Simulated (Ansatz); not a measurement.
Molecular dynamics, with input and output: GaN2H7O (part 3 of 3)

GaN2H7O; RKS revPBE-D4/def2-SVP (Ansatz 0.2.0). It belongs to a series of runs on one base structure; here: dynamics from the highest image of the converged band.

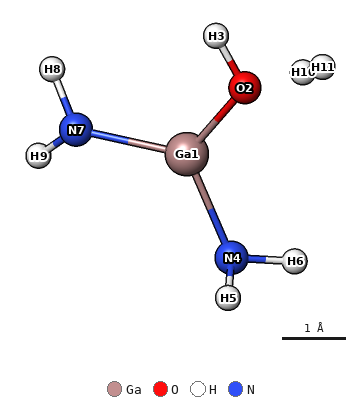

Fig. 1: The geometry at step 100 of the log (ball-and-stick view, seen at a tilt; atoms are numbered from 1 in the order of the input).

**Trajectory as extended XYZ (Å, eV, eV/Å), 19 of the 201 frames kept, from step=0 to step=200**
```
11
Properties=species:S:1:pos:R:3:forces:R:3 step=0 time_fs=0.0 energy=-57503.62100 temperature=300.0
Ga   -0.0119    0.3343   -0.1735   -0.0048  -0.0009  -0.0016
O     0.0208    0.0860    1.8326    0.0010   0.0072  -0.0012
H    -0.8676   -0.0693    2.2128    0.0011  -0.0032  -0.0005
N     1.5693    0.1442   -1.1198   -0.0086   0.0012   0.0099
H     1.7513   -0.8071   -1.4607    0.0027   0.0013  -0.0010
H     2.4002    0.4558   -0.6045    0.0027  -0.0030  -0.0037
N    -1.7092    0.0653   -0.8504    0.0198  -0.0056   0.0065
H    -2.3893   -0.4474   -0.2826   -0.0032   0.0016  -0.0072
H    -1.7820   -0.2394   -1.8252   -0.0091   0.0036   0.0020
H     0.1700    2.0278    0.7063   -0.0003  -0.0007   0.0010
H     0.0875    1.3124    1.4600   -0.0013  -0.0016  -0.0042
11
Properties=species:S:1:pos:R:3:forces:R:3 step=11 time_fs=5.5 energy=-57503.38421 temperature=97.4
Ga   -0.0075    0.3294   -0.1731   -0.8666   0.3444   0.0253
O     0.0255    0.0902    1.8408    0.4579  -0.0903  -0.4423
H    -0.8417   -0.0929    2.2514   -0.1133   0.2371  -0.0208
N     1.5556    0.1631   -1.1217    0.9926  -0.5985  -0.0072
H     1.7616   -0.8374   -1.2818   -0.2920  -0.0146  -0.3198
H     2.3983    0.4261   -0.5839   -0.2622   0.4289   0.0260
N    -1.7185    0.0668   -0.8686   -0.4830  -0.4300  -0.1379
H    -2.4303   -0.4741   -0.3656    0.1941   0.1857   0.6859
H    -1.9550   -0.2115   -1.8318    0.7867   0.3919  -0.1521
H     0.1989    2.1296    0.7058    0.0558  -1.0892   0.1070
H     0.1815    1.2799    1.4331   -0.4699   0.6345   0.2360
11
Properties=species:S:1:pos:R:3:forces:R:3 step=22 time_fs=11.0 energy=-57503.50626 temperature=201.6
Ga   -0.0067    0.3256   -0.1725   -1.4493  -0.1437   0.3999
O     0.0361    0.0923    1.8423   -0.1484  -0.4581  -0.2131
H    -0.8299   -0.0599    2.2777    0.1121  -0.0190  -0.1338
N     1.5590    0.1700   -1.1246    0.3972  -0.6697  -0.0642
H     1.7059   -0.8596   -1.1776    0.1372   0.3229  -0.2501
H     2.3462    0.5024   -0.5523    0.0900   0.1092  -0.0035
N    -1.7351    0.0608   -0.8866    0.4672  -0.0060   0.6860
H    -2.4140   -0.4464   -0.2999    0.1656   0.1894  -0.2134
H    -1.9405   -0.0931   -1.8791    0.2424   0.0135   0.1178
H     0.2423    1.9940    0.7337    0.0672   0.7180  -0.2908
H     0.1640    1.3993    1.4499   -0.0813  -0.0564  -0.0350
11
Properties=species:S:1:pos:R:3:forces:R:3 step=33 time_fs=16.5 energy=-57503.41731 temperature=125.7
Ga   -0.0117    0.3213   -0.1703   -1.3475  -0.3997   0.5991
O     0.0463    0.0874    1.8385   -0.0894  -0.2111  -0.5273
H    -0.8152   -0.0323    2.2786   -0.1556  -0.2158  -0.0440
N     1.5711    0.1680   -1.1274   -0.2789   0.6444   0.1986
H     1.6966   -0.8450   -1.1483    0.6068  -0.3813  -0.0825
H     2.2992    0.6015   -0.5349    0.1423  -0.4066  -0.2189
N    -1.7397    0.0563   -0.8928    1.9601   0.7406   0.8465
H    -2.3889   -0.3894   -0.2585   -0.6475  -0.2556  -0.3341
H    -1.8583    0.0297   -1.9021   -0.4223  -0.3032   0.0292
H     0.3014    2.0058    0.7069   -0.0795   0.9646  -0.1226
H     0.1203    1.5283    1.4428    0.3115  -0.1763  -0.3440
11
Properties=species:S:1:pos:R:3:forces:R:3 step=44 time_fs=22.0 energy=-57503.74515 temperature=407.2
Ga   -0.0221    0.3152   -0.1656   -0.4868  -0.8992   0.9129
O     0.0536    0.0788    1.8252   -0.1162   0.0624  -1.0547
H    -0.8174   -0.0550    2.2525    0.0384  -0.0342  -0.1919
N     1.5782    0.1707   -1.1275   -0.1234  -0.4330   0.1693
H     1.8268   -0.8470   -1.1444   -0.1090   0.6244  -0.0460
H     2.3088    0.6162   -0.5583    0.2112   0.0037  -0.0206
N    -1.7113    0.0631   -0.8815    0.2285   0.0386   0.2360
H    -2.4791   -0.3627   -0.3392    0.3051   0.2670  -0.3660
H    -1.8704    0.0803   -1.8962   -0.0562  -0.0843   0.3231
H     0.3350    2.2575    0.6674   -0.2768  -0.4495   0.6287
H     0.1604    1.6354    1.3322    0.3851   0.9041  -0.5907
11
Properties=species:S:1:pos:R:3:forces:R:3 step=56 time_fs=28.0 energy=-57503.91436 temperature=552.3
Ga   -0.0355    0.3042   -0.1555    0.8767  -1.3170   1.7200
O     0.0602    0.0699    1.7881   -0.0263   0.0128  -1.4511
H    -0.8252   -0.0961    2.1703    0.0369   0.0835  -0.1556
N     1.5837    0.1736   -1.1222    0.0168   0.7437   0.3200
H     1.9535   -0.7770   -1.1620   -0.3907  -0.6392  -0.1326
H     2.3541    0.6275   -0.6068   -0.2010   0.3744   0.0189
N    -1.6724    0.0738   -0.8644   -0.9778  -0.0811  -0.7179
H    -2.5411   -0.2860   -0.4754    0.0983   0.0316   0.8585
H    -1.8915    0.1151   -1.8553    0.5103   0.2371  -0.5408
H     0.3177    2.5513    0.7128    0.1089   0.9171  -0.6913
H     0.2988    1.9092    1.1091   -0.0520  -0.3628   0.7719
11
Properties=species:S:1:pos:R:3:forces:R:3 step=67 time_fs=33.5 energy=-57504.19648 temperature=794.4
Ga   -0.0442    0.2886   -0.1392    1.7274  -0.9175   1.1319
O     0.0663    0.0622    1.7277    0.0252   0.1526  -0.8799
H    -0.8338   -0.1133    2.0584   -0.0736   0.0845   0.1108
N     1.5899    0.1854   -1.1110   -0.3307   0.2565   0.1521
H     1.9422   -0.7865   -1.2030   -0.2849   0.3313   0.1424
H     2.3453    0.7209   -0.6532   -0.1643  -0.1543  -0.0308
N    -1.6576    0.0818   -0.8656   -1.0368  -0.0063  -1.1160
H    -2.5349   -0.1864   -0.4135    0.1670   0.1423   0.0615
H    -1.7818    0.1976   -1.8817   -0.0363  -0.0577   0.3535
H     0.3347    2.9216    0.6501    0.1399  -0.6967   0.2693
H     0.4099    2.2169    1.0294   -0.1330   0.8652  -0.1949
11
Properties=species:S:1:pos:R:3:forces:R:3 step=78 time_fs=39.0 energy=-57504.15825 temperature=762.3
Ga   -0.0461    0.2692   -0.1187    1.5744  -0.3951  -0.7707
O     0.0715    0.0566    1.6535   -0.2748  -0.0121   0.8765
H    -0.8410   -0.1028    1.9701    0.1817   0.0842   0.2479
N     1.5861    0.2057   -1.0968   -1.4743   0.4072  -0.1262
H     1.8724   -0.7694   -1.2165    0.3547   0.0324   0.1390
H     2.3141    0.7907   -0.6940    0.4310  -0.1840   0.1962
N    -1.6613    0.0890   -0.8847    0.2439  -0.0526   0.1956
H    -2.5004   -0.0485   -0.3225   -0.2537   0.1521  -0.5843
H    -1.6896    0.2780   -1.8799   -0.7778  -0.0262  -0.2073
H     0.3624    3.2727    0.5632    0.2525  -1.0182   0.5987
H     0.5133    2.5982    0.9973   -0.2575   1.0124  -0.5653
11
Properties=species:S:1:pos:R:3:forces:R:3 step=89 time_fs=44.5 energy=-57504.12152 temperature=731.6
Ga   -0.0416    0.2481   -0.1016    0.7516   0.1167  -2.9790
O     0.0734    0.0509    1.5955   -0.0520  -0.2231   2.9715
H    -0.8211   -0.0726    1.9582    0.0038   0.0146   0.3576
N     1.5581    0.2354   -1.0840   -0.0969   0.4361  -0.1223
H     1.8821   -0.7315   -1.1915    0.1374  -0.0635  -0.0147
H     2.3476    0.7850   -0.7014   -0.3596  -0.2872   0.0333
N    -1.6626    0.0959   -0.9051   -0.1712  -0.0072  -0.2359
H    -2.5308    0.1281   -0.3692   -0.0827   0.0557  -0.1521
H    -1.7856    0.3449   -1.8899   -0.1263   0.0016   0.1320
H     0.4174    3.5679    0.5043   -0.5292   1.6351  -1.4072
H     0.5887    3.0388    0.9471    0.5250  -1.6789   1.4167
11
Properties=species:S:1:pos:R:3:forces:R:3 step=100 time_fs=50.0 energy=-57504.03685 temperature=657.6
Ga   -0.0341    0.2274   -0.0962   -0.4171   0.3549  -3.2072
O     0.0736    0.0414    1.5895    0.0312  -0.2703   3.4055
H    -0.7863   -0.0357    2.0373    0.0021   0.0045   0.1590
N     1.5253    0.2693   -1.0759    0.7874  -0.6754  -0.6677
H     1.9178   -0.6894   -1.1694   -0.4351   0.1582  -0.1801
H     2.3352    0.7425   -0.6715   -0.0589   0.5100   0.3748
N    -1.6695    0.1032   -0.9291   -1.1941   0.3626  -0.3121
H    -2.5640    0.3141   -0.4582    0.4447  -0.2736   0.5346
H    -1.9114    0.4097   -1.8817    0.8453  -0.1184  -0.1075
H     0.4549    3.9208    0.3879    0.2728  -0.6373   0.6767
H     0.6803    3.4092    0.9575   -0.2782   0.5847  -0.6761
11
Properties=species:S:1:pos:R:3:forces:R:3 step=111 time_fs=55.5 energy=-57504.21414 temperature=810.2
Ga   -0.0283    0.2080   -0.1034   -1.4981   0.1482  -1.2601
O     0.0742    0.0273    1.6417    0.0911  -0.0536   1.5498
H    -0.7497    0.0035    2.1607   -0.0016   0.0027  -0.1325
N     1.5087    0.2967   -1.0788    0.9845   0.4512  -0.2868
H     1.8725   -0.6498   -1.1990    0.1997  -0.3644  -0.2178
H     2.2638    0.7921   -0.5692   -0.2588  -0.1305  -0.0953
N    -1.6954    0.1164   -0.9572    0.1775   0.0946   0.4719
H    -2.5065    0.4361   -0.4174   -0.0094  -0.1455   0.1143
H    -1.8366    0.4514   -1.9124    0.3199   0.0415  -0.1404
H     0.5023    4.2286    0.2926    0.4571  -0.7573   1.1498
H     0.7606    3.8097    0.9472   -0.4618   0.7131  -1.1529
11
Properties=species:S:1:pos:R:3:forces:R:3 step=122 time_fs=61.0 energy=-57504.12338 temperature=732.7
Ga   -0.0285    0.1892   -0.1160   -1.8211  -0.1941   0.6544
O     0.0775    0.0121    1.7216    0.3573   0.1354  -0.5706
H    -0.7306    0.0428    2.2589   -0.2311   0.0077  -0.1784
N     1.5111    0.3264   -1.0899    0.3391  -0.1771  -0.3633
H     1.8542   -0.6370   -1.2758    0.2917   0.5312   0.1285
H     2.1601    0.8275   -0.4690    0.4930  -0.3391  -0.1564
N    -1.7190    0.1321   -0.9780    1.3324  -0.2715   0.5948
H    -2.4387    0.5170   -0.3574   -0.2942   0.1505  -0.5978
H    -1.6706    0.4977   -1.9424   -0.4640   0.1863   0.4918
H     0.5741    4.5030    0.2569   -0.6371   0.7077  -1.6454
H     0.8150    4.2310    0.8764    0.6340  -0.7370   1.6423
11
Properties=species:S:1:pos:R:3:forces:R:3 step=133 time_fs=66.5 energy=-57504.15239 temperature=755.8
Ga   -0.0359    0.1697   -0.1261   -1.1503  -0.2511   1.7369
O     0.0856   -0.0006    1.7935    0.0822   0.2201  -1.5668
H    -0.7522    0.0830    2.2920    0.0040  -0.0186  -0.3506
N     1.5208    0.3573   -1.1062    0.1909   0.2986   0.2310
H     1.9281   -0.5526   -1.3401    0.1498  -0.2253  -0.1264
H     2.1695    0.7753   -0.4212    0.3052  -0.0445  -0.1669
N    -1.7183    0.1424   -0.9847    0.6533  -0.0146   0.6107
H    -2.4435    0.6295   -0.4390   -0.0248  -0.0945  -0.2029
H    -1.6094    0.6039   -1.8923   -0.2082   0.1477  -0.1629
H     0.6248    4.8046    0.1656    0.0116  -0.0152   0.0242
H     0.8897    4.6165    0.8603   -0.0136  -0.0026  -0.0262
11
Properties=species:S:1:pos:R:3:forces:R:3 step=144 time_fs=72.0 energy=-57503.93434 temperature=570.6
Ga   -0.0480    0.1492   -0.1292    0.1193  -0.0891   2.0939
O     0.0959   -0.0096    1.8370   -0.1074   0.2360  -2.1283
H    -0.7880    0.1191    2.2383    0.0311  -0.0488  -0.1609
N     1.5373    0.3910   -1.1185    0.7641  -0.2991   0.5972
H     2.0156   -0.4792   -1.4275   -0.5817   0.0367  -0.2047
H     2.2512    0.7034   -0.4244   -0.3378   0.2315  -0.1454
N    -1.7041    0.1547   -0.9829   -0.2347   0.9192  -0.6139
H    -2.4641    0.7110   -0.5626   -0.0011  -0.4452   0.6778
H    -1.6029    0.7217   -1.8490    0.3497  -0.5298  -0.1143
H     0.6757    5.0903    0.0711    0.5999  -0.1664   1.6106
H     0.9635    5.0126    0.8468   -0.6013   0.1551  -1.6120
11
Properties=species:S:1:pos:R:3:forces:R:3 step=156 time_fs=78.0 energy=-57504.06361 temperature=679.5
Ga   -0.0605    0.1264   -0.1229    1.2386   0.0729   1.7183
O     0.1047   -0.0144    1.8408   -0.2686   0.2205  -2.2837
H    -0.8155    0.1418    2.1332   -0.0153  -0.0592   0.1817
N     1.5662    0.4224   -1.1194   -0.8784  -0.4649   0.2112
H     1.9609   -0.4123   -1.5922   -0.2851   0.1851   0.1020
H     2.2836    0.6984   -0.4458    0.2902   0.0735   0.2736
N    -1.6924    0.1860   -0.9906   -0.0951   0.4104  -0.2466
H    -2.4783    0.6665   -0.5220    0.2179  -0.2714   0.0302
H    -1.5116    0.7216   -1.8566   -0.2035  -0.1605   0.0140
H     0.7580    5.3940    0.0380    0.0520   0.0076   0.1396
H     1.0168    5.4491    0.7616   -0.0526  -0.0138  -0.1404
11
Properties=species:S:1:pos:R:3:forces:R:3 step=167 time_fs=83.5 energy=-57504.02177 temperature=645.7
Ga   -0.0670    0.1059   -0.1097    1.6462   0.3074   0.8551
O     0.1065   -0.0145    1.8021   -0.5605   0.1903  -1.7423
H    -0.8235    0.1417    2.0775    0.2037  -0.0939   0.2663
N     1.5782    0.4449   -1.1106   -1.4140   0.2034   1.0552
H     1.8417   -0.3271   -1.7283    0.3431  -0.0949   0.0637
H     2.3339    0.6955   -0.4448   -0.1233  -0.4882  -0.4108
N    -1.6814    0.2215   -1.0025    0.8300  -0.7384   0.4813
H    -2.4649    0.5620   -0.4490   -0.2990   0.2938  -0.3597
H    -1.4766    0.6831   -1.8864   -0.6259   0.4245  -0.2086
H     0.8356    5.6846    0.0148   -0.6464  -0.4307  -1.8808
H     1.0634    5.8349    0.6761    0.6461   0.4268   1.8805
11
Properties=species:S:1:pos:R:3:forces:R:3 step=178 time_fs=89.0 energy=-57504.24166 temperature=833.7
Ga   -0.0667    0.0867   -0.0930    1.4694   0.6718  -0.4997
O     0.1000   -0.0115    1.7324   -0.2680   0.0018  -0.4417
H    -0.7962    0.1187    2.0993    0.0549  -0.0530   0.1839
N     1.5605    0.4666   -1.0859   -1.1572  -0.5269   0.1830
H     1.7841   -0.2278   -1.8244   -0.0586   0.2890   0.3113
H     2.3956    0.5834   -0.5032    0.0386  -0.1881   0.1466
N    -1.6571    0.2467   -1.0079   -0.0587   0.0229  -0.1552
H    -2.4980    0.5115   -0.4796    0.1035  -0.0406  -0.2806
H    -1.6066    0.7236   -1.9266   -0.1239  -0.1741   0.5524
H     0.8928    5.9549   -0.0702    0.3964   0.4706   1.2021
H     1.1303    6.2399    0.6525   -0.3964  -0.4733  -1.2022
11
Properties=species:S:1:pos:R:3:forces:R:3 step=189 time_fs=94.5 energy=-57504.16860 temperature=771.0
Ga   -0.0605    0.0703   -0.0787    0.6305   0.8848  -2.3872
O     0.0879   -0.0084    1.6566    0.0626  -0.1972   1.7892
H    -0.7391    0.0785    2.1642    0.0316  -0.0344  -0.0690
N     1.5220    0.4807   -1.0524    0.1050  -0.3549   0.4837
H     1.7201   -0.0903   -1.8791   -0.3703  -0.0781  -0.3400
H     2.4233    0.4175   -0.5447   -0.4564   0.0923   0.2772
N    -1.6330    0.2690   -1.0126   -0.7301  -0.0766   0.2408
H    -2.5296    0.4550   -0.5587    0.0125  -0.3232   0.5687
H    -1.7565    0.7548   -1.8947    0.7146   0.0891  -0.5636
H     0.9701    6.2354   -0.0984    0.3127   0.5963   1.0100
H     1.1770    6.6339    0.5719   -0.3126  -0.5981  -1.0098
11
Properties=species:S:1:pos:R:3:forces:R:3 step=200 time_fs=100.0 energy=-57504.09216 temperature=706.2
Ga   -0.0518    0.0575   -0.0742   -0.5639   0.8905  -3.5945
O     0.0772   -0.0088    1.6124    0.4358  -0.3430   3.4075
H    -0.6781    0.0279    2.2179   -0.1224  -0.0177  -0.1255
N     1.4832    0.4860   -1.0136    0.4164  -0.4813  -0.3591
H     1.5594    0.0644   -1.9610   -0.0495   0.2394   0.4716
H     2.3570    0.2598   -0.5146   -0.1131   0.0370  -0.1126
N    -1.6243    0.2920   -1.0160   -0.6051  -0.0160   0.0599
H    -2.5299    0.3174   -0.5274    0.2644  -0.0692  -0.1177
H    -1.7288    0.7721   -1.9231    0.3374  -0.2384   0.3702
H     1.0586    6.5515   -0.0870   -0.4671  -1.3409  -1.6361
H     1.2126    6.9917    0.4518    0.4672   1.3396   1.6363
```

This output came from the following input.

**Input**
```yaml
crystal:
  periodic: [false, false, false]
  atoms:
    - { symbol: Ga, position_ang: [-0.011857, 0.334255, -0.173503] }
    - { symbol: O, position_ang: [0.02078, 0.086035, 1.832558] }
    - { symbol: H, position_ang: [-0.867555, -0.069316, 2.212782] }
    - { symbol: "N", position_ang: [1.569259, 0.144232, -1.119849] }
    - { symbol: H, position_ang: [1.751278, -0.807065, -1.46072] }
    - { symbol: H, position_ang: [2.400169, 0.455804, -0.60449] }
    - { symbol: "N", position_ang: [-1.709222, 0.065339, -0.850396] }
    - { symbol: H, position_ang: [-2.389307, -0.447431, -0.282576] }
    - { symbol: H, position_ang: [-1.781962, -0.239418, -1.825234] }
    - { symbol: H, position_ang: [0.170038, 2.027792, 0.706311] }
    - { symbol: H, position_ang: [0.087477, 1.312372, 1.460016] }
basis:
  gaussian: { orbitals: def2-SVP }
hamiltonian:
  xc: revpbe
  dispersion: d4
md:
  timestep: 0.5
  n_steps: 200
  ensemble: nve
  temperature: 300.0
  initial_velocities: maxwell_boltzmann
  seed: 7942
```

Launched with:
```bash
ansatz run input.yaml --threads 4 --pin off --max-ram 5120MiB --backend cpu --events-out ev --progress --plain --runs-dir out
```

**Results in brief**

```tsv
quantity	value
outcome	finished
mean temperature over the second half	720 K
trajectory	200 steps, 100 fs
ensemble	nve
temperature in the input	300.0 K
time step	0.5 fs
potential energy (last step)	−57504.0922 eV
mean-field energy (last step)	−57503.6358 eV
largest force (length of the vector) (last step)	3.746 eV/Å
hardware	4 threads of Arm Neoverse V2, 24 GiB of memory available, shared host
wall time	3.4 min (CPU time 12 min)
peak memory	0.15 GiB
```

So short a trajectory is not equilibrated.
